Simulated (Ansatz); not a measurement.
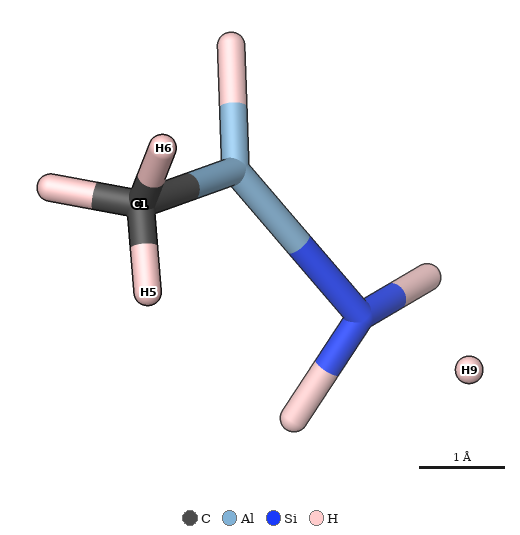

Figure 1. The structure (stick view, seen at a tilt; atoms are numbered from 1 in the order of the input). Sticks mark near contacts.

# Run report: CH$_{7}$AlSi, single-point calculation

- system: CH$_{7}$AlSi
- method: B3LYP/6-31G*, RKS (Ansatz 0.2.0)

A bond length was changed on purpose from its optimised value.

Log
```
Functional definition: B3LYP
  name "B3LYP"
  parameter a0 = 0.2
  parameter ax = 0.72
  parameter ac = 0.81
  exchange = (1 - a0 - ax)*slater_x + ax*b88_x + a0*exact_x
  correlation = (1 - ac)*vwn_rpa_c + ac*lyp_c
1527 factors; integrals over basis functions are off by at most 3.9e-9 eV
mean field evaluation 1: about -15619.5104 eV, gradient 4.6e1 eV
mean field evaluation 2: about -15616.0639 eV, gradient 5.5e1 eV
mean field evaluation 4: about -15624.6591 eV, gradient 1.4e0 eV
mean field evaluation 8: about -15624.7840 eV, gradient 4.8e-2 eV
mean field evaluation 16: about -15624.7840 eV, gradient 6.6e-6 eV
mean field -15624.78399507 eV, -574.2002209600 hartree, gradient 8.0e-8 eV, S^2 0.000000; 0 other end points of the search recorded, 0 dependent functions left out
reference -15624.78404218 eV, -574.2002226912 hartree; 20, 20 occupied and 47, 47 virtual orbitals, 1527 factors
Total energy: -15624.78404218 eV, -574.2002226912 hartree
```

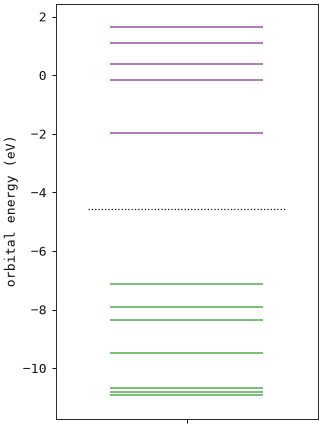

Figure 2. Orbital energies near the frontier; the dotted line parts filled from empty levels, and levels within 0.02 eV of each other stand side by side. Highest filled −7.12 eV, lowest empty −1.98 eV, 5.14 eV apart.

The run was set up as follows.

Input file
```yaml
crystal:
  periodic: [false, false, false]
  atoms:
    - {symbol: C, position_ang: [-1.379947, 0.753499, -1.183350]}
    - {symbol: Al, position_ang: [0.457553, 0.095799, -1.111850]}
    - {symbol: Si, position_ang: [1.210153, -1.321001, 0.754450]}
    - {symbol: H, position_ang: [-1.860747, 0.445599, -2.118450]}
    - {symbol: H, position_ang: [-2.002147, 0.410399, -0.354350]}
    - {symbol: H, position_ang: [-1.389547, 1.849299, -1.181350]}
    - {symbol: H, position_ang: [1.465353, 0.495499, -2.278650]}
    - {symbol: H, position_ang: [0.383353, -2.561301, 0.850050]}
    - {symbol: H, position_ang: [1.000200, -0.395000, 2.448500]}
    - {symbol: H, position_ang: [2.635053, -1.747301, 0.659450]}
basis:
  gaussian: {orbitals: "6-31G*"}
hamiltonian: {xc: {name: B3LYP}}
accuracy: high
output: {orbitals: {seedname: orbitals}}
```

Command:
```bash
ansatz run job.yaml --threads 1 --pin off --max-ram 3480MiB --events-out events.jsonl --progress --plain --runs-dir runs
```

Results in brief

```json
{"quantity": "outcome", "value": "converged"}
{"quantity": "total energy", "value": "−574.200223 hartree"}
{"quantity": "basis functions", "value": "67"}
{"quantity": "SCF solution under orbital rotations", "value": "stable"}
{"quantity": "HOMO", "value": "−7.12 eV"}
{"quantity": "LUMO", "value": "−1.98 eV"}
{"quantity": "hardware", "value": "1 thread of Arm Neoverse V1, 24 GiB of memory available, shared host"}
{"quantity": "wall time", "value": "6.3 s"}
{"quantity": "peak memory", "value": "0.21 GiB"}
```
